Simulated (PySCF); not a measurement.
# GaOF: relaxation and vibrations of the singlet

Where does singlet GaOF go from a PBE0 minimum start, is the end point a minimum, and what are its modes, charges and moments?

Computed with PySCF 2.14.0. Level: PBE0, basis Ga def2-TZVP, O def2-TZVP, F def2-TZVP, no relativity, density fitting.

### Step 1. The starting structure

3 atoms, charge 0, spin multiplicity 1.

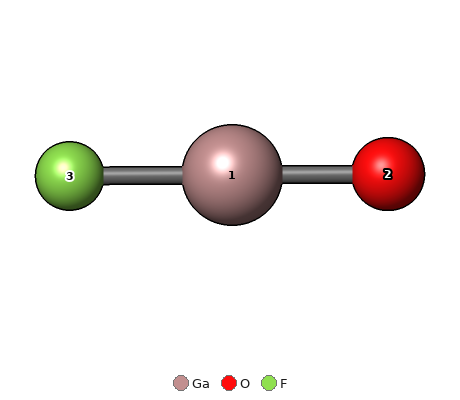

The starting geometry (gallium pink, oxygen red, fluorine green); atoms are numbered from 1 in the order of the file.

```xyz
3
charge 0 multiplicity 1
Ga    0.0000    0.0000   -0.0602
O     0.0000    0.0000   -1.7023
F     0.0000    0.0000    1.6512
```

### Step 2. Finding the electronic state

The steps below are one call of a driver around PySCF. For each, scf.py gives the equivalent set-up of the SCF; relaxations use the driver's own optimiser. After this first run the driver tries any further starts and a stability analysis.

scf.py

```python
from pyscf import gto, scf, dft
mol = gto.M(atom='''
Ga     0.000000    -0.000000    -0.060192
O      0.000000     0.000000    -1.702323
F     -0.000000     0.000000     1.651178''',
    basis={'Ga': 'def2-TZVP', 'O': 'def2-TZVP', 'F': 'def2-TZVP'},
    charge=0, spin=0)
mf = dft.RKS(mol, xc='PBE0')
mf.grids.atom_grid = (50, 194)
aux = {'Ga': 'def2-universal-JKFIT', 'O': 'def2-universal-JKFIT', 'F': 'def2-universal-JKFIT'}
mf = mf.density_fit(auxbasis=aux)
mf.conv_tol = 1e-08
mf.diis_space = 10
mf.max_cycle = 60
mf.init_guess = 'minao'
mf.verbose = 4
mf.kernel()
```

The run is started by

```console
OMP_NUM_THREADS=2 python axn.py task.json out
```

Output:

```text
init E= -2099.14461237402
  HOMO = -0.423588671766714  LUMO = -0.148738051915842  gap/eV = 7.47907
cycle= 1 E= -2099.2171568396  delta_E= -0.0725  |g|= 1.43  |ddm|=  1.9
  HOMO = -0.138961199623995  LUMO = 0.00111620473984066  gap/eV = 3.81170
cycle= 2 E= -2094.92755952956  delta_E= 4.29  |g|= 3.84  |ddm|= 3.17
  HOMO = -0.327893806931376  LUMO = -0.106188195825226  gap/eV = 6.03292
cycle= 3 E= -2099.31771348249  delta_E= -4.39  |g|= 1.13  |ddm|= 2.89
  HOMO = -0.309201646845222  LUMO = -0.102984523185214  gap/eV = 5.61145
cycle= 4 E= -2099.56369025651  delta_E= -0.246  |g|= 0.201  |ddm|= 0.595
  HOMO = -0.292549637611553  LUMO = -0.0974787283443561  gap/eV = 5.30815
cycle= 5 E= -2099.56857221336  delta_E= -0.00488  |g|= 0.135  |ddm|= 0.202
  HOMO = -0.303576711534528  LUMO = -0.101022032937067  gap/eV = 5.51179
cycle= 6 E= -2099.57126660615  delta_E= -0.00269  |g|= 0.0362  |ddm|= 0.0625
  HOMO = -0.305585206044768  LUMO = -0.0989147001192308  gap/eV = 5.62379
cycle= 7 E= -2099.5714735568  delta_E= -0.000207  |g|= 0.0147  |ddm|= 0.0168
  HOMO = -0.306993581761085  LUMO = -0.0992534518450228  gap/eV = 5.65290
cycle= 8 E= -2099.57151599954  delta_E= -4.24e-05  |g|= 0.00396  |ddm|= 0.00588
  HOMO = -0.307122544477325  LUMO = -0.0991323532082404  gap/eV = 5.65970
cycle= 9 E= -2099.57151911905  delta_E= -3.12e-06  |g|= 0.000948  |ddm|= 0.00199
  HOMO = -0.307215619582036  LUMO = -0.0991558445203822  gap/eV = 5.66159
cycle= 10 E= -2099.57151930225  delta_E= -1.83e-07  |g|= 4.9e-05  |ddm|= 0.000486
  HOMO = -0.307218990534898  LUMO = -0.099157288862223  gap/eV = 5.66165
cycle= 11 E= -2099.57151930279  delta_E= -5.4e-10  |g|= 1.1e-05  |ddm|= 4.94e-05
  HOMO = -0.307216404257494  LUMO = -0.0991576634312921  gap/eV = 5.66157
Extra cycle  E= -2099.57151930268  delta_E= 1.1e-10  |g|= 2.74e-05  |ddm|= 2.12e-05
converged SCF energy = -2099.57151930268
```

This step, with its further starts and checks, ran for 3.2 s (2 threads of AMD EPYC 9R45 (Zen 5), shared host).

The test of internal stability found no lower closed-shell solution.

### Step 3. Relaxation: PBE0 minimum start, singlet

The program finds C∞v symmetry in the start, which this walk keeps. The walk stops when the largest gradient is under 0.0003 Eh/bohr and the energy has settled too.

Changes to scf.py since step 2:

```diff
@@ -3,3 +3,3 @@
-Ga     0.000000    -0.000000    -0.060192
-O      0.000000     0.000000    -1.702323
-F     -0.000000     0.000000     1.651178''',
+Ga     0.000000     0.000000    -0.060119
+O      0.000000     0.000000    -1.702250
+F      0.000000    -0.000000     1.651251''',
@@ -15 +14,0 @@
-mf.init_guess = 'minao'
```

Energy and gradient, step by step:

| step | energy (Eh) | change (kJ/mol) | largest symmetric gradient (Eh/bohr) |
| --- | --- | --- | --- |
| 0 | -2099.571519 | 0.00 | 0.00031 |
| 1 | -2099.571519 | 0.00 | 0.00007 |

The walk took 1.7 s.

End point (C∞v, 1 steps, 0.0 kJ/mol gained): Ga–F 1.711 Å, Ga–O 1.642 Å; F–Ga–O 180.0°.

### Step 4. Vibrations and properties at this point

On the finer grid the gradient is checked again; gradients at displacements of ±0.02 bohr then give force constants and infrared intensities.

Changes to scf.py since step 3:

```diff
@@ -3,3 +3,3 @@
-Ga     0.000000     0.000000    -0.060119
-O      0.000000     0.000000    -1.702250
-F      0.000000    -0.000000     1.651251''',
+Ga    -0.000000     0.000000    -0.060181
+O     -0.000000     0.000000    -1.702345
+F      0.000000    -0.000000     1.651116''',
@@ -9 +9 @@
-mf.grids.atom_grid = (50, 194)
+mf.grids.atom_grid = (75, 302)
@@ -12 +12 @@
-mf.conv_tol = 1e-08
+mf.conv_tol = 1e-10
```

The driver hands on the density of the step before, so the log starts near convergence.

Log of the central SCF (cycles and frontier levels):

```text
init E= -2099.57144001604
  HOMO = -0.307210912612891  LUMO = -0.0991492122594977  gap/eV = 5.66165
cycle= 1 E= -2099.57144001605  delta_E= -2.73e-12  |g|= 2.79e-06  |ddm|= 1.98e-06
  HOMO = -0.307211967932389  LUMO = -0.0991493768872758  gap/eV = 5.66167
Extra cycle  E= -2099.57144001604  delta_E= 1.18e-11  |g|= 8.46e-06  |ddm|= 5.97e-06
converged SCF energy = -2099.57144001604
```

The whole step took 15 s.

Geometry: C∞v; Ga–F 1.711 Å, Ga–O 1.642 Å; F–Ga–O 180.0°.

Modes, for the most abundant isotopes:

```csv
symmetry,ω (cm⁻¹),IR (km/mol)
π,183,83.5
σ+,703,34.0
σ+,972,68.9
```

No imaginary mode, so this is a minimum.

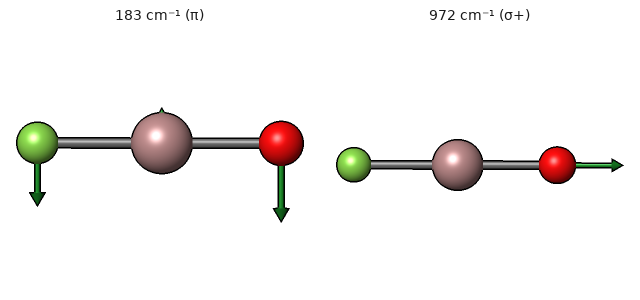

Displacements of 2 of the modes, as arrows (one member where a mode is degenerate).

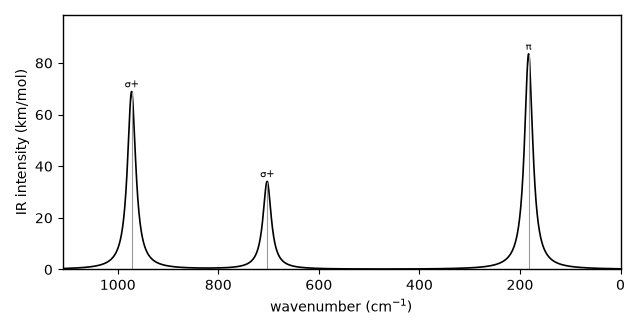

The harmonic infrared spectrum (widths in cm⁻¹). Lines are broadened to a width of 20 cm⁻¹ (Lorentzian).

Properties at this point:

```yaml
Dipole_moment: 2.53 D
Highest_occupied_level: -8.36 eV
Lowest_empty_level: -2.70 eV
Rotational_constants: 0.1713 cm⁻¹
Zero-point_energy: 12.2 kJ/mol
Principal_polarisabilities: 22.9, 22.9, 37.2 bohr³
Atomisation_energy_without_zero-point_energy: 852 kJ/mol
Principal_traceless_quadrupole_moments_about_the_centre_of_mass: -13.09, 6.55, 6.55 D Å
Entropy_at_298.15_K_and_1_bar: 255.1 J/(mol K)
Heat_capacity_Cp_at_298.15_K: 49.8 J/(mol K)
Enthalpy_at_298.15_K_above_0_K: 12.17 kJ/mol
Rotational_symmetry_number: 1
```

Populations by atom (charges in e):

```json
{"atom": "Ga1", "Mulliken": "0.74", "Löwdin": "0.34", "polar tensor": "1.16", "Mayer order to Ga1": "–"}
{"atom": "O2", "Mulliken": "-0.45", "Löwdin": "-0.27", "polar tensor": "-0.62", "Mayer order to Ga1": "2.14"}
{"atom": "F3", "Mulliken": "-0.29", "Löwdin": "-0.07", "polar tensor": "-0.55", "Mayer order to Ga1": "1.09"}
```

Mulliken populations on Ga1: s 6.90, p 13.03, d 10.22, f 0.11.

### Step 5. Outcome

```
                                 quantity                                      value
                                  minimum                               singlet, C∞v
                                 geometry  Ga–F 1.711 Å, Ga–O 1.642 Å; F–Ga–O 180.0°
                       wavenumbers (cm⁻¹)                183 (π), 703 (σ+), 972 (σ+)
                            dipole moment                                     2.53 D
     highest occupied, lowest empty level                            -8.36, -2.70 eV
               polar-tensor charge of Ga1                                    +1.16 e
                        zero-point energy                                12.2 kJ/mol
                      entropy at 298.15 K                            255.1 J/(mol K)
atomisation energy (no zero-point energy)                                 852 kJ/mol
```

The PBE0 minimum start keeps its C∞v symmetry and ends in a minimum. In the infrared the band at 183 cm⁻¹ (π, bend) leads. Only this shape and spin were tried, so other structures or states may lie lower.

The search up to here took 20 s.
